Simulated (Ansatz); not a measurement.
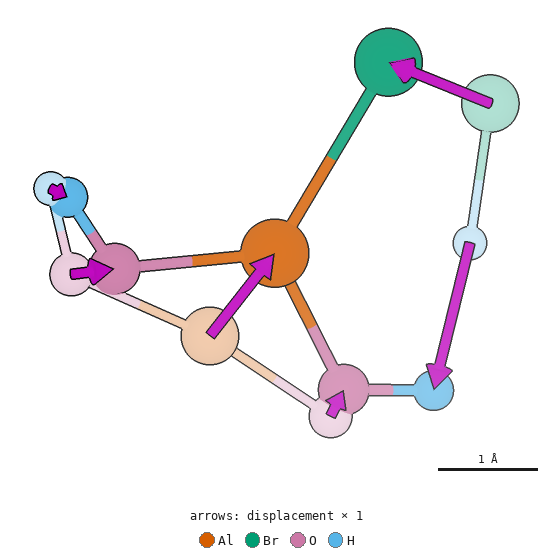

This is a relaxation of AlH2O2Br. The starting structure is drawn faded, the final one solid; purple arrows show the displacements, at their true length. The two geometries are superimposed by the best rigid fit.

A ball-and-stick model, seen at a tilt.

The run prepares an end point of a later path (reaction) calculation, from a guessed geometry.

Level of theory: UKS PBE/def2-SVPD in Ansatz.

Input
```yaml
crystal:
  periodic: [false, false, false]
  atoms:
    - { symbol: Al, position_ang: [-0.848948, 0.455755, 0.20511] }
    - { symbol: Br, position_ang: [2.024893, -1.299596, -1.341163] }
    - { symbol: O, position_ang: [-1.226837, 0.248209, -1.375734] }
    - { symbol: H, position_ang: [0.719068, -0.796167, -1.853908] }
    - { symbol: O, position_ang: [-0.690138, 0.783584, 1.867694] }
    - { symbol: H, position_ang: [0.021961, 0.608214, 2.497901] }
magnetization:
  spin_polarized: true
basis:
  gaussian: { orbitals: def2-SVPD }
hamiltonian:
  xc: pbe
relax:
  f_tol: 0.03
  max_steps: 50
```

Launched with:
```bash
ansatz run input.yaml --threads 4 --pin off --max-ram 5120MiB --backend cpu --events-out ev --progress --plain --runs-dir out
```

Question: Describe the change and its energy.

Answer: The largest move after the best rigid fit is that of H4, 1.59 Å. Largest moves by element: H 1.59 Å, Br 1.23 Å, Al 1.07 Å, O 0.47 Å. Among the contacts that change: Br2–H4 1.490 → 3.606 Å, Al1–Br2 3.706 → 2.270 Å, O3–H4 2.260 → 0.968 Å, Al1–O3 1.639 → 1.717 Å. New bonds form, among them: Al1–Br2 (3.71 → 2.27 Å), O3–H4 (2.26 → 0.97 Å). Bonds break, among them: Br2–H4 (1.49 → 3.61 Å). Among the angles between lasting bonds that change: O3–Al1–O5 171.2° → 116.3°, Al1–O5–H6 132.1° → 122.2°. After 12 geometry steps the energy has fallen by 3.614 eV. The largest force component goes from 0.62 to 0.019 eV/Å.

Limits of the set-up: the start holds two separate molecules, 2.3 Å apart at their closest, whose relative position is a soft coordinate and is computed without a dispersion correction.
